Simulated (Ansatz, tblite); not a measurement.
# Ta₂H₄O₇: removing and adding an electron

Aim: the energy of removing and adding an electron for Ta₂H₄O₇, by energy differences, and how well orbital energies stand in for it.

Program: Ansatz 0.2.0, Gaussian basis. Level of theory: as each input shows. These are calculated values, not measurements.

The runs, in order: charge +1 doublet, at the geometry of the singlet (PBE0-D4/def2-TZVP, PBE-D4/def2-TZVP, LC-ωPBE/def2-TZVP); charge -1 doublet, at the geometry of the singlet (PBE0-D4/def2-TZVPD, PBE-D4/def2-TZVPD, LC-ωPBE/def2-TZVPD); the starting singlet's energies come from earlier runs.

2 further runs of the same task are left out: 2 set aside as unsound or not needed.

## Step 1: The relaxed structure

The singlet was relaxed beforehand with PBE-D4/def2-SVP.

13 atoms, charge 0, spin multiplicity 1.

Atoms are counted from 1 here; the program's logs count them from 0.

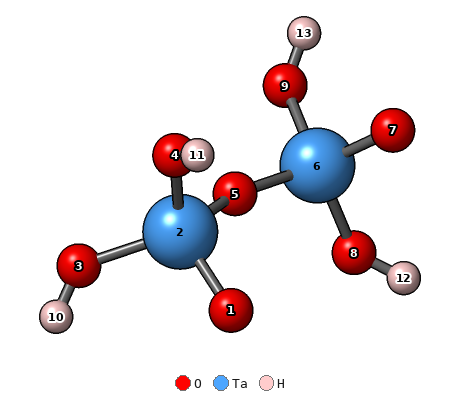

The structure; oxygen red, tantalum blue, hydrogen pink; atoms are numbered from 1 in the order of the file.

Coordinates:

```xyz
13
H4O7Ta2
O     0.3661    2.4387    1.3765
Ta    1.0571    0.8387    1.3533
O     2.9466    1.0057    1.0467
O     0.7294    0.0178    3.0587
O     0.2088   -0.1448   -0.0819
Ta   -1.1216   -0.7962   -1.3276
O    -2.6394   -0.8883   -0.4761
O    -1.3371    0.3996   -2.8150
O    -0.6743   -2.5587   -1.9493
H     3.4876    1.8020    0.9086
H     0.2275    0.3481    3.8234
H    -2.1024    0.9375   -3.0808
H    -1.1483   -3.4000   -1.8364
```

Ta takes a core potential in the def2 sets. No spin-orbit coupling is included.

## Step 2: Charge +1 doublet at the fixed geometry, PBE0-D4/def2-TZVP

The input, in.yaml:

```yaml
crystal:
  periodic: [false, false, false]
  atoms:
    - {symbol: O, position_ang: [0.366076, 2.438651, 1.376498]}
    - {symbol: Ta, position_ang: [1.057078, 0.838713, 1.353314]}
    - {symbol: O, position_ang: [2.946650, 1.005715, 1.046671]}
    - {symbol: O, position_ang: [0.729350, 0.017805, 3.058667]}
    - {symbol: O, position_ang: [0.208848, -0.144762, -0.081878]}
    - {symbol: Ta, position_ang: [-1.121645, -0.796193, -1.327613]}
    - {symbol: O, position_ang: [-2.639355, -0.888279, -0.476082]}
    - {symbol: O, position_ang: [-1.337107, 0.399566, -2.814993]}
    - {symbol: O, position_ang: [-0.674287, -2.558720, -1.949338]}
    - {symbol: H, position_ang: [3.487635, 1.801956, 0.908564]}
    - {symbol: H, position_ang: [0.227505, 0.348063, 3.823425]}
    - {symbol: H, position_ang: [-2.102436, 0.937497, -3.080844]}
    - {symbol: H, position_ang: [-1.148312, -3.400023, -1.836402]}
basis:
  gaussian: {orbitals: def2-TZVP}
total_charge: 1
magnetization: {spin_polarized: true, initial_magnetization: 1}
hamiltonian: {xc: pbe0, dispersion: d4}
scf: {omitted_lower_state_checks: [starts]}
output: {orbitals: {seedname: orbitals}}
```

Started as:

```
$ ansatz run in.yaml --threads 4 --pin off --events-out ev --progress --plain --max-ram 8704MiB
```

The program printed:

```text
Functional definition: PBE0
  name "PBE0"
  cite "Adamo & Barone, J. Chem. Phys. 110, 6158 (1999) doi:10.1063/1.478522"
  cite "Perdew, Burke & Ernzerhof, Phys. Rev. Lett. 77, 3865 (1996) doi:10.1103/PhysRevLett.77.3865"
  parent pbe
  parameter a = 0.25
  parameter kappa = 0.804
  parameter beta = 0.06672455060314922
  exchange = (1 - a)*pbe_x(kappa = kappa, mu = beta*pi^2/3) + a*exact_x
  correlation = pbe_c(beta = beta)
these checks for a lower state are left out or cut short: starts
2049 factors; their error is unknown
mean field evaluation 1: about -17449.6358 eV, gradient 1.1e2 eV
mean field evaluation 2: about -17209.9332 eV, gradient 2.8e2 eV
mean field evaluation 4: about -17480.2078 eV, gradient 5.5e1 eV
mean field evaluation 8: about -17491.1559 eV, gradient 2.7e0 eV
mean field evaluation 16: about -17491.2437 eV, gradient 2.6e-1 eV
mean field evaluation 32: about -17491.2445 eV, gradient 2.9e-3 eV
mean field -17491.24451289 eV, -642.7913798574 hartree, gradient 1.5e-5 eV, S^2 0.780976; 0 other end points of the search recorded, 0 dependent functions left out
reference -17491.24455832 eV, -642.7913815270 hartree; 43, 42 occupied and 278, 279 virtual orbitals, 2049 factors
Total energy: -17491.52620695 eV, -642.8017319231 hartree
Checks for a lower state left out: starts
```

Wall time 70 s (4 threads of Arm Neoverse V1, shared host); peak memory 2.4 GiB.

Report: HOMO -13.37 eV, LUMO -12.18 eV (over both spins); ⟨S²⟩ 0.781 (pure: 0.75).

## Step 3: Charge +1 doublet at the fixed geometry, PBE-D4/def2-TZVP

start.molden holds the orbitals of an earlier run on this state, given as this run's starting guess.

Edit in.yaml of step 2 so:

```diff
@@ -17,6 +17,6 @@
 basis:
-  gaussian: {orbitals: def2-TZVP}
+  gaussian: {orbitals: def2-TZVP, initial_orbitals: start.molden}
 total_charge: 1
 magnetization: {spin_polarized: true, initial_magnetization: 1}
-hamiltonian: {xc: pbe0, dispersion: d4}
+hamiltonian: {xc: pbe, dispersion: d4}
 scf: {omitted_lower_state_checks: [starts]}
```

The command is unchanged.

The program printed:

```text
Functional definition: PBE
  name "PBE"
  cite "Perdew, Burke & Ernzerhof, Phys. Rev. Lett. 77, 3865 (1996) doi:10.1103/PhysRevLett.77.3865"
  parent pbe
  parameter kappa = 0.804
  parameter beta = 0.06672455060314922
  exchange = pbe_x(kappa = kappa, mu = beta*pi^2/3)
  correlation = pbe_c(beta = beta)
these checks for a lower state are left out or cut short: starts
1907 factors; their error is unknown
mean field evaluation 1: about -17495.1301 eV, gradient 1.0e1 eV
mean field evaluation 2: about -17495.5206 eV, gradient 5.7e-1 eV
mean field evaluation 4: about -17495.5632 eV, gradient 7.5e-1 eV
mean field evaluation 8: about -17495.5657 eV, gradient 4.0e-3 eV
mean field evaluation 16: about -17495.5657 eV, gradient 1.5e-4 eV
mean field -17495.56571982 eV, -642.9501812831 hartree, gradient 3.3e-6 eV, S^2 0.755434; 0 other end points of the search recorded, 0 dependent functions left out
reference -17495.56577980 eV, -642.9501834872 hartree; 43, 42 occupied and 278, 279 virtual orbitals, 1907 factors
Total energy: -17495.88936994 eV, -642.9620752054 hartree
Checks for a lower state left out: starts
```

Run time: 16 s. Hardware: 4 threads of Arm Neoverse V1, shared host; peak memory 0.67 GiB.

Report: HOMO -12.36 eV, LUMO -12.30 eV (over both spins); ⟨S²⟩ 0.755 (pure: 0.75).

## Step 4: Charge +1 doublet at the fixed geometry, LC-ωPBE/def2-TZVP

Edit in.yaml of step 3 so:

```diff
@@ -20,3 +20,3 @@
 magnetization: {spin_polarized: true, initial_magnetization: 1}
-hamiltonian: {xc: pbe, dispersion: d4}
+hamiltonian: {xc: {name: LC-wPBE}}
 scf: {omitted_lower_state_checks: [starts]}
```

Launched as before.

The program printed, shortened:

```text
Functional definition: LC-wPBE
  name "LC-wPBE"
  cite "Vydrov & Scuseria, J. Chem. Phys. 125, 234109 (2006) doi:10.1063/1.2409292"
  cite "Heyd & Scuseria, J. Chem. Phys. 120, 7274 (2004) doi:10.1063/1.1668634"
  cite "Ernzerhof & Perdew, J. Chem. Phys. 109, 3313 (1998) doi:10.1063/1.476928"
  cite "Perdew, Burke & Ernzerhof, Phys. Rev. Lett. 77, 3865 (1996) doi:10.1103/PhysRevLett.77.3865"
  parent pbe
[...]
1907 factors; their error is unknown
593 factors; integrals over basis functions are off by at most 1.4e-5 eV
[...]
mean field -17498.88828742 eV, -643.0722833902 hartree, gradient 2.3e-6 eV, S^2 0.761937; 0 other end points of the search recorded, 0 dependent functions left out
reference -17498.88828743 eV, -643.0722833906 hartree; 43, 42 occupied and 278, 279 virtual orbitals, 1907 factors
Total energy: -17498.88828743 eV, -643.0722833906 hartree
Checks for a lower state left out: starts
```

Run time: 37 s. Hardware: 4 threads of Arm Neoverse V1, shared host; peak memory 1.9 GiB.

HOMO -15.67 eV, LUMO -10.43 eV (over both spins); ⟨S²⟩ 0.762 (pure: 0.75).

## Step 5: Vertical ionisation energy

Charged state less starting state, singlet to doublet; the starting state's energies are those of its earlier runs.

| level | vertical ionisation energy (eV) | time |
| --- | --- | --- |
| PBE-D4/def2-TZVP | +9.92 | 21 s |
| PBE0-D4/def2-TZVP | +10.60 | 83 s |
| LC-ωPBE/def2-TZVP | +11.17 | 44 s |

Times add the two runs; a level without a time comes out of a correlated run.

Beside −ε(HOMO) of the starting state:

| level | −ε(HOMO) (eV) | by difference (eV) | mismatch (eV) |
| --- | --- | --- | --- |
| PBE-D4/def2-TZVP | 7.41 | 9.92 | -2.51 |
| PBE0-D4/def2-TZVP | 8.98 | 10.60 | -1.62 |
| LC-ωPBE/def2-TZVP | 11.79 | 11.17 | +0.63 |

## Step 6: Charge -1 doublet at the fixed geometry, PBE0-D4/def2-TZVPD

Edit in.yaml of step 4 so:

```diff
@@ -17,6 +17,6 @@
 basis:
-  gaussian: {orbitals: def2-TZVP, initial_orbitals: start.molden}
-total_charge: 1
+  gaussian: {orbitals: def2-TZVPD}
+total_charge: -1
 magnetization: {spin_polarized: true, initial_magnetization: 1}
-hamiltonian: {xc: {name: LC-wPBE}}
+hamiltonian: {xc: pbe0, dispersion: d4}
 scf: {omitted_lower_state_checks: [starts]}
```

The command is unchanged.

The program printed, shortened:

```text
Functional definition: PBE0
  name "PBE0"
  cite "Adamo & Barone, J. Chem. Phys. 110, 6158 (1999) doi:10.1063/1.478522"
  cite "Perdew, Burke & Ernzerhof, Phys. Rev. Lett. 77, 3865 (1996) doi:10.1103/PhysRevLett.77.3865"
  parent pbe
[...]
2362 factors; their error is unknown
[...]
mean field -17501.87652121 eV, -643.1820989564 hartree, gradient 3.8e-6 eV, S^2 0.750435; 0 other end points of the search recorded, 0 dependent functions left out
reference -17501.87657392 eV, -643.1821008935 hartree; 44, 43 occupied and 358, 359 virtual orbitals, 2362 factors
Total energy: -17502.20095080 eV, -643.1940215239 hartree
Checks for a lower state left out: starts
```

Run time: 1.7 min. Hardware: 4 threads of Arm Neoverse V1, shared host; peak memory 2.3 GiB.

Report: HOMO 1.13 eV, LUMO 1.89 eV (over both spins); ⟨S²⟩ 0.750 (pure: 0.75). Doubts: highest occupied level lies above zero.

## Step 7: Charge -1 doublet at the fixed geometry, PBE-D4/def2-TZVPD

Edit in.yaml of step 6 so:

```diff
@@ -17,6 +17,6 @@
 basis:
-  gaussian: {orbitals: def2-TZVPD}
+  gaussian: {orbitals: def2-TZVPD, initial_orbitals: start.molden}
 total_charge: -1
 magnetization: {spin_polarized: true, initial_magnetization: 1}
-hamiltonian: {xc: pbe0, dispersion: d4}
+hamiltonian: {xc: pbe, dispersion: d4}
 scf: {omitted_lower_state_checks: [starts]}
```

The command is unchanged.

The program printed:

```text
Functional definition: PBE
  name "PBE"
  cite "Perdew, Burke & Ernzerhof, Phys. Rev. Lett. 77, 3865 (1996) doi:10.1103/PhysRevLett.77.3865"
  parent pbe
  parameter kappa = 0.804
  parameter beta = 0.06672455060314922
  exchange = pbe_x(kappa = kappa, mu = beta*pi^2/3)
  correlation = pbe_c(beta = beta)
these checks for a lower state are left out or cut short: starts
2224 factors; their error is unknown
mean field evaluation 1: about -17505.4551 eV, gradient 1.0e1 eV
mean field evaluation 2: about -17505.7948 eV, gradient 4.0e-1 eV
mean field evaluation 4: about -17505.7796 eV, gradient 2.4e-1 eV
mean field evaluation 8: about -17505.7797 eV, gradient 7.2e-5 eV
mean field -17505.77974184 eV, -643.3255396691 hartree, gradient 4.7e-6 eV, S^2 0.750397; 0 other end points of the search recorded, 0 dependent functions left out
reference -17505.77981191 eV, -643.3255422439 hartree; 44, 43 occupied and 358, 359 virtual orbitals, 2224 factors
Total energy: -17506.15235400 eV, -643.3392329134 hartree
Checks for a lower state left out: starts
```

Wall time 24 s (4 threads of Arm Neoverse V1, shared host); peak memory 1.1 GiB.

HOMO 1.28 eV, LUMO 1.50 eV (over both spins); ⟨S²⟩ 0.750 (pure: 0.75). Doubts: highest occupied level lies above zero.

## Step 8: Charge -1 doublet at the fixed geometry, LC-ωPBE/def2-TZVPD

Edit in.yaml of step 7 so:

```diff
@@ -20,3 +20,3 @@
 magnetization: {spin_polarized: true, initial_magnetization: 1}
-hamiltonian: {xc: pbe, dispersion: d4}
+hamiltonian: {xc: {name: LC-wPBE}}
 scf: {omitted_lower_state_checks: [starts]}
```

The command is unchanged.

The program printed, shortened:

```text
Functional definition: LC-wPBE
  name "LC-wPBE"
  cite "Vydrov & Scuseria, J. Chem. Phys. 125, 234109 (2006) doi:10.1063/1.2409292"
  cite "Heyd & Scuseria, J. Chem. Phys. 120, 7274 (2004) doi:10.1063/1.1668634"
  cite "Ernzerhof & Perdew, J. Chem. Phys. 109, 3313 (1998) doi:10.1063/1.476928"
  cite "Perdew, Burke & Ernzerhof, Phys. Rev. Lett. 77, 3865 (1996) doi:10.1103/PhysRevLett.77.3865"
  parent pbe
[...]
2224 factors; their error is unknown
830 factors; integrals over basis functions are off by at most 3.6e-5 eV
[...]
mean field -17509.63889639 eV, -643.4673609828 hartree, gradient 3.0e-6 eV, S^2 0.750574; 0 other end points of the search recorded, 0 dependent functions left out
reference -17509.63889640 eV, -643.4673609832 hartree; 44, 43 occupied and 358, 359 virtual orbitals, 2224 factors
Total energy: -17509.63889640 eV, -643.4673609832 hartree
Checks for a lower state left out: starts
```

Wall time 95 s (4 threads of Arm Neoverse V1, shared host); peak memory 3.4 GiB.

HOMO 0.47 eV, LUMO 3.02 eV (over both spins); ⟨S²⟩ 0.751 (pure: 0.75). Doubts: highest occupied level lies above zero.

## Step 9: Vertical electron affinity

Starting state less charged state (positive: the electron is bound), singlet to doublet; the starting state's energies are those of its earlier runs.

| level | vertical electron affinity (eV) | time |
| --- | --- | --- |
| PBE-D4/def2-TZVPD | +0.13 | 33 s |
| PBE0-D4/def2-TZVPD | -0.12 | 1.9 min |
| LC-ωPBE/def2-TZVPD | -0.62 | 1.8 min |

Times add the two runs; a level without a time comes out of a correlated run.

Beside −ε(LUMO) of the starting state:

| level | −ε(LUMO) (eV) | by difference (eV) | mismatch (eV) |
| --- | --- | --- | --- |
| PBE-D4/def2-TZVPD | 1.88 | 0.13 | +1.75 |
| PBE0-D4/def2-TZVPD | 1.06 | -0.12 | +1.17 |
| LC-ωPBE/def2-TZVPD | -0.75 | -0.62 | -0.12 |

## Step 10: Summary of results

| quantity | value |
| --- | --- |
| vertical ionisation energy, functionals in def2-TZVP | 9.92 (PBE-D4) to 11.17 eV (LC-ωPBE) |
| vertical electron affinity, functionals in def2-TZVPD | -0.62 (LC-ωPBE) to 0.13 eV (PBE-D4) |

What this shows: The vertical ionisation energy spans 9.92 to 11.17 eV over the functionals. −ε(HOMO) misses the level's own difference by +0.63 eV at best (LC-ωPBE) and -2.51 eV at worst (PBE-D4). The vertical electron affinity spans -0.62 to 0.13 eV over the functionals. A negative affinity means an unbound electron, held by the basis alone. −ε(LUMO) misses the level's own difference by -0.12 eV at best (LC-ωPBE) and +1.75 eV at worst (PBE-D4). The charged states' spins were chosen beforehand and needn't be their lowest.
